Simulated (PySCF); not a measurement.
Input

```
{"job": {"kind": "nmr", "xc": "PBE0", "basis": "pcSseg-1", "pop": false}, "charge": 0, "multiplicity": 1}
C     -1.849900     0.138400    -0.938700
O     -0.552600     0.448700    -0.637400
C      0.046800    -0.367200     0.296100
C      1.515100    -0.283200     0.144900
N      1.884900     0.722400    -0.660000
O      2.240200    -1.050200     0.789700
H     -2.061200     0.735400    -1.873700
H     -2.450400     0.412500    -0.058900
H     -2.072000    -0.864500    -1.203600
H     -0.232200    -1.435500     0.289600
H     -0.240800    -0.156700     1.360600
H      2.878800     0.724400    -0.855000
H      1.097300     1.044900    -1.277800
```

Run with:

```sh
OMP_NUM_THREADS=1 python probes_run.py task.json out
```

Geometry: GFN2-xTB, MD frame at 250 fs, 300 K.

Theory: PBE0/pcSseg-1, SCF density, gas phase, non-relativistic in PySCF 2.14.0.

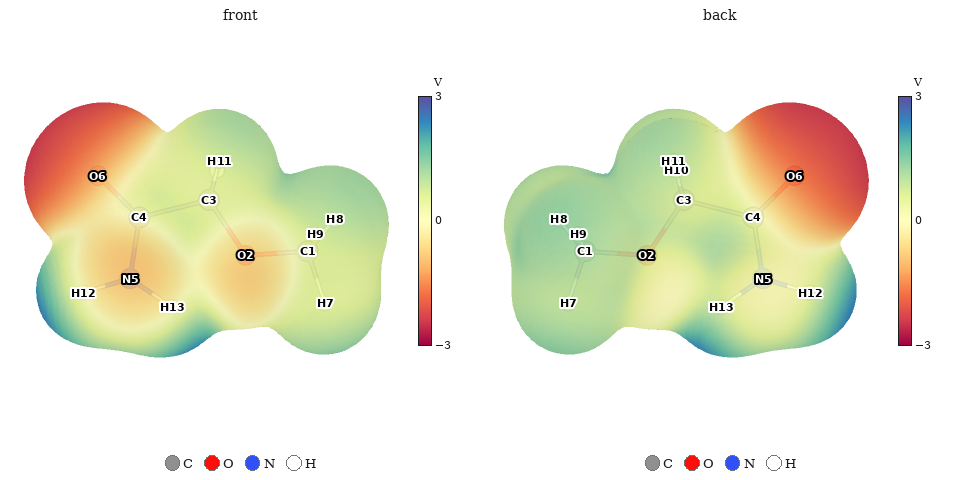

C$_{3}$H$_{7}$NO$_{2}$ (SMILES COCC(N)=O). The molecular electrostatic potential painted on the density surface at 0.004 e/bohr³, seen from the front and from behind; red is negative and blue positive.

> Which sites attract a positive test charge, and which a negative one?

A positive charge is drawn to the negative regions and a negative charge to the positive ones. The most negative region (about −2.4 V) lies over O6, the most positive (about +2.4 V) over H12. O6 is the likeliest acceptor of a hydrogen bond.

> How polar is the molecule by this calculation?

Its dipole moment is 4.07 D.
